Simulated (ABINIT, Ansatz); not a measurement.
# Quasiparticle gap of GaCuSe2 (I-42d) in ABINIT, part 3 of 3

How does a plane-wave GW calculation on GaCuSe2 (I-42d) run from the first input to the gap?

ABINIT 10.8.3; PBE and many-body steps on it, plane waves. Known limits of the many-body steps: not at the basis limit; screening runs away on this mesh; d shell near the gap, gap tends to lie low; no spin-orbit coupling; coarse k mesh.

So far. Step 4 (Empty states on the mesh, 2×2×2 mesh, 406 bands): On this mesh the gap is 0.224 eV. Step 5 (Screening, 2×2×2 mesh, 203 bands, screening to 114.3 eV): Local fields lower ε∞ by 9 %. The value itself is an artefact of the mesh, where one narrow direct gap carries too much weight.

In doubt: a PseudoDojo file used here is known to give poor structures and forces, which bears on pressures, cells, forces and phonons.

**6. Self-energy, 2×2×2 mesh, 203 bands, screening to 114.3 eV**

The self-energy is evaluated for the states that the input lists, and the levels follow from it, in one-shot runs by the linearised quasiparticle equation.

This step: G0W0 on PBE, plane waves, norm-conserving pseudopotentials.

The input, run.abi:

```
acell 3*1.0 Angstrom
rprim 
  -2.809550000000 2.809550000000 5.513000000000
  2.809550000000 -2.809550000000 5.513000000000
  2.809550000000 2.809550000000 -5.513000000000
ntypat 3
znucl 31 29 34
natom 8
typat 1 1 2 2 3 3 3 3
xred 
  0.500000000000 0.500000000000 0.000000000000
  0.250000000000 0.750000000000 0.500000000000
  0.000000000000 0.000000000000 0.000000000000
  0.750000000000 0.250000000000 0.500000000000
  0.375000000000 0.375620000000 0.500620000000
  0.624380000000 0.125000000000 0.999380000000
  0.875000000000 0.874380000000 0.499380000000
  0.125620000000 0.625000000000 0.000620000000
pp_dirpath "pseudos"
pseudos "Ga.upf, Cu.upf, Se.upf"
ecut 50
ngkpt 2 2 2
nshiftk 1
shiftk 0 0 0
kptopt 1
chksymbreak 0
istwfk *1
occopt 1
irdwfk 1
optdriver 4
nband 203
gwcalctyp 0
ecutsigx 50
symsigma 1
nkptgw 1
kptgw 
  0.0000000000 0.0000000000 0.0000000000
bdgw 
  86 90
ecuteps 4.2
irdscr 1
ppmodel 1
indata_prefix "in"
outdata_prefix "out"
tmpdata_prefix "tmp"
gwmem 00
```

Started as:

```
$ OMP_NUM_THREADS=1 mpirun -n 16 abinit run.abi > log
```

Numbers of over 12 decimals in the logs are rounded to 6 here.

The program printed:

```text
.Version 10.8.3 of ABINIT. v10.8.2 released Aug 2026.

 Symmetries : space group I-4 2 d (#122); Bravais tI (body-center tetrag.)
[... echo of the input left out ...]
== DATASET  1 ==================================================================
-   mpi_nproc: 16, omp_nthreads: 1 (-1 if OMP is not activated)

--- !DatasetInfo
iteration_state: {dtset: 1, }
dimensions: {natom: 8, nkpt: 4, mband: 203, nsppol: 1, nspinor: 1, nspden: 1, mpw: 19844, }
cutoff_energies: {ecut:  50.0, pawecutdg:  -1.0, }
electrons: {nelect:   1.76000000E+02, charge:   0.00000000E+00, occopt:   1.00000000E+00, tsmear:   1.00000000E-02, }

 SIGMA: Calculation of the GW corrections

 Based on a program developped by R.W. Godby, V. Olevano, G. Onida, and L. Reining.
 Incorporated in ABINIT by V. Olevano, G.-M. Rignanese, and M. Torrent.
.Using double precision arithmetic ; gwpc =  8

[... cell and pseudopotentials left out ...]
--------------------------------------------------------------------------------

 ==== K-mesh for the wavefunctions ====
 Number of points in the irreducible wedge :     4
[... list of points left out ...]
 Together with  8 symmetry operations and time-reversal symmetry
 yields     8 points in the full Brillouin Zone.

 ==== Q-mesh for screening function ====
 Number of points in the irreducible wedge :     4
[... list of points left out ...]
 Together with  8 symmetry operations and time-reversal symmetry
 yields     8 points in the full Brillouin Zone.

 vcoul_init : cutoff-mode = AUXILIARY_FUNCTION
 q-points for optical limit:   1
     1)      0.000010    0.000020    0.000030
 setmesh: FFT mesh size selected  =   180x  180x  180
          total number of points  =      5832000

 Number of electrons calculated from density =  176.0000; Expected =  176.0000
 average of density, n =  0.149829
 r_s =    1.1680
 omega_plasma =   37.3382 [eV]

 === KS Band Gaps ===
  >>>> For spin  1
   Minimum direct gap =   0.2244 [eV], located at k-point      :   0.0000  0.0000  0.0000
   Fundamental gap    =   0.2244 [eV], Top of valence bands at :   0.0000  0.0000  0.0000
                                       Bottom of conduction at :   0.0000  0.0000  0.0000
 SIGMA fundamental parameters:
 PLASMON POLE MODEL  1
 number of plane-waves for SigmaX                19805
 number of plane-waves for SigmaC and W            461
 number of plane-waves for wavefunctions         19805
 number of bands                                   203
 number of independent spin polarizations            1
 number of spinorial components                      1
 number of k-points in IBZ                           4
 number of q-points in IBZ                           4
 number of symmetry operations                       8
 number of k-points in BZ                            8
 number of q-points in BZ                            8
 number of frequencies for dSigma/dE                 9
 frequency step for dSigma/dE [eV]                0.25
 number of omega for Sigma on real axis              0
 max omega for Sigma on real axis  [eV]           0.00
 zcut for avoiding poles [eV]                     0.10

 EPSILON^-1 parameters (SCR file):
 dimension of the eps^-1 matrix on file            461
 dimension of the eps^-1 matrix used               461
 number of plane-waves for wavefunctions         19805
 number of bands                                   203
 number of q-points in IBZ                           4
 number of frequencies                               2
 number of real frequencies                          1
 number of imag frequencies                          1

 matrix elements of self-energy operator (all in [eV])

 Perturbative Calculation

--- !SelfEnergy_ee
iteration_state: {dtset: 1, }
kpoint     : [   0.000,    0.000,    0.000, ]
spin       : 1
KS_gap     :    0.224
QP_gap     :    0.597
Delta_QP_KS:    0.373
data: !SigmaeeData |
     Band     E0 <VxcDFT>   SigX SigC(E0)      Z dSigC/dE  Sig(E)    E-E0       E
       86   5.675 -23.582 -27.497   4.501   0.758  -0.319 -23.137   0.445   6.120
       87   5.675 -23.582 -27.497   4.501   0.758  -0.319 -23.137   0.445   6.120
       88   5.803 -23.857 -27.887   4.621   0.757  -0.321 -23.409   0.447   6.250
       89   6.027 -13.773  -9.748  -3.016   0.813  -0.230 -12.953   0.820   6.848
       90   7.704 -11.977  -8.460  -2.944   0.815  -0.227 -11.511   0.466   8.171

== END DATASET(S) ==============================================================
================================================================================

 -outvars: echo values of variables after computation  --------
           etotal      0.0000000000E+00
            nband         203
             nkpt           4
          spgroup         122
 [... the other variables as echoed above ...]

 Calculation completed.
```

Elapsed: 61 s, on 16 MPI ranks of Arm Neoverse V1, shared host; peak memory 20 GiB; 16 min of CPU time.

This step gave:

| Item | Value |
| --- | --- |
| G0W0 gap on the points computed | 0.5980 eV |
| starting gap on the mesh | 0.2242 eV |
| k of the valence top | 0, 0, 0 |
| k of the conduction bottom | 0, 0, 0 |
| Z at the valence top | 0.757 |
| Z at the conduction bottom | 0.813 |
| least direct G0W0 gap on the computed points | 0.5980 eV |

The gap on the mesh goes from 0.22 eV to 0.60 eV, a correction of +0.37 eV.

Limits: finite bands, cutoff and mesh; d shell near the gap, gap tends to lie low; no spin-orbit coupling; coarse k mesh. v1 is the top filled band, c1 the lowest empty one. The levels before and after the correction (eV, zero at the valence-band top of each column):

```csv
,conduction bottom,valence top
Kohn-Sham,0.22,0.00
G0W0,0.60,0.00
```

```csv
,level,energy (eV)
Kohn-Sham,Γ v3-v2,-0.128
Kohn-Sham,Γ v1,0.000
Kohn-Sham,Γ c1,0.224
Kohn-Sham,Γ c2,1.901
G0W0,Γ v3-v2,-0.130
G0W0,Γ v1,0.000
G0W0,Γ c1,0.598
G0W0,Γ c2,1.921
```

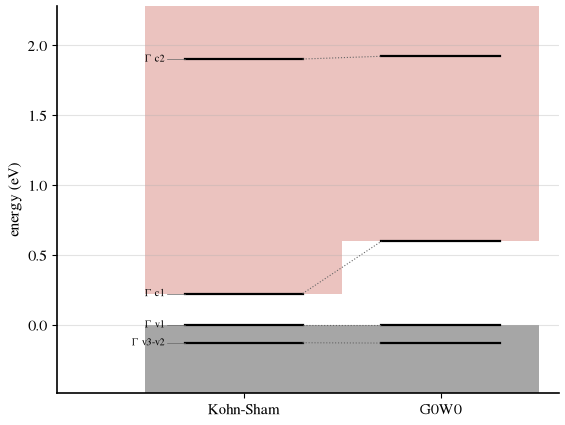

Levels before and after the correction. Shaded: valence and conduction bands.

**7. Where the time went**

Times are wall times on the hardware named with each run, good to a factor of about two.

```csv
step,time,share,memory (GiB)
ground state,6.4 min,15 %,4.2
bands along the symmetry lines,4.1 min,10 %,3.5
empty states on the mesh,4.9 min,12 %,1.2
screening,25 min,60 %,10
self-energy,61 s,2 %,20
```

**8. Summary of results**

- PBE gap: 0.22 eV, direct
- G0W0 gap on the mesh: 0.60 eV
- GW settings: 2×2×2 mesh, 203 bands, screening to 114.3 eV, Godby-Needs plasmon pole
- known limits: not at the basis limit; screening runs away on this mesh; d shell near the gap, gap tends to lie low; no spin-orbit coupling; coarse k mesh

**Reading.** G0W0 moves the gap on the mesh from 0.22 eV to 0.60 eV (+0.37 eV), with Z of 0.76 and 0.81 at the edges. Local fields lower the RPA ε∞ on this mesh from 373.77 to 338.82; a Γ-centred mesh this coarse tends to raise both, most where the direct gap is narrow, while a short band sum lowers them. Only 1 of the mesh's irreducible points was corrected, so a valley elsewhere could overtake. The dearest step here is «screening». Against experiment, by G0W0@PBE: the gap of 0.60 eV lies −1.10 eV from the measured 1.7 eV (transport, 2018); the gap of 0.60 eV lies −1.12 eV from the measured 1.72 eV (transport, 2018). The calculation has static nuclei and no excitons; a measured gap holds zero-point and thermal motion, which mostly lowers it. Bands and cutoff are finite, so the gap is not at the basis limit. The miss can reach some tenths of an eV and take either sign; the mesh is an error of its own. In the G0W0 run levels were corrected at 1 k point alone, so a gap called «on the mesh» is the least over those, and an edge elsewhere would be missed. The 2×2×2 mesh is coarse for this cell, which bears on the long-range parts of exchange and screening. On this mesh the RPA ε∞ passes 90, more than nearly any semiconductor shows; a coarse mesh does this where one point with a narrow direct gap carries much weight. The screening is then too strong, and the G0W0 gap should not be taken as the material's. A d shell, filled or nearly so, lies near the gap. One-shot GW converges very slowly in bands there, not always from below, and on a semilocal start the gap tends to come out low; starts rich in exact exchange can overshoot instead. The many-body steps are scalar-relativistic: spin-orbit coupling is not in them.

[Paths, hosts, dates, memory and timing lines, banners, echoed tables and standing remarks are left out of the program output.]

[Logs are printed without paths, hosts, clocks, repeated set-up lines and the standing remarks that a program may print on its own settings, such as how far it seeks lower states.]

[Runs of the session that timed out or met a known fault of the program may be left out.]

[Hosts, paths, dates, database ids (printed as entryN), source tags and the programs' standing remarks are cut or masked in the printed files.]

[G0W0 gaps are taken among the corrected bands and points alone; a level outside them can change the order at an edge.]

[Where Ansatz stands beside ABINIT at settings called matched, ABINIT's density can come from a denser mesh and the files from another edition; pairs whose starting gaps differed by over 0.03 eV were left out, so agreement reads better than it is.]
